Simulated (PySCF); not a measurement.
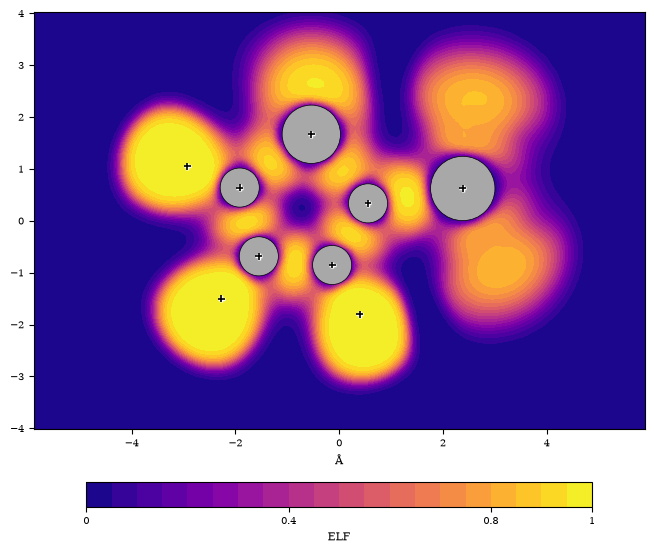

The electron localisation function on a plane through atoms (crosses mark nuclei in the plane; grey discs cover the cores).

Level of theory: PySCF, PBE0/pcSseg-1, SCF density, gas phase, non-relativistic.

Candidates:
A. C6H6O2PS (charge −1)
B. C7H12P (charge +1)
C. C5H8F3OP

### Which candidate gave the map?

Candidate A: C6H6O2PS on the plane of atoms C7, C8 and C9, which holds P, C, S and H. C–S (1.72 Å): the ELF peaks at about 0.90 between the atoms (a covalent bond). C–P (1.85 Å): the ELF peaks at about 0.95 between the atoms, as expected for a shared electron pair.
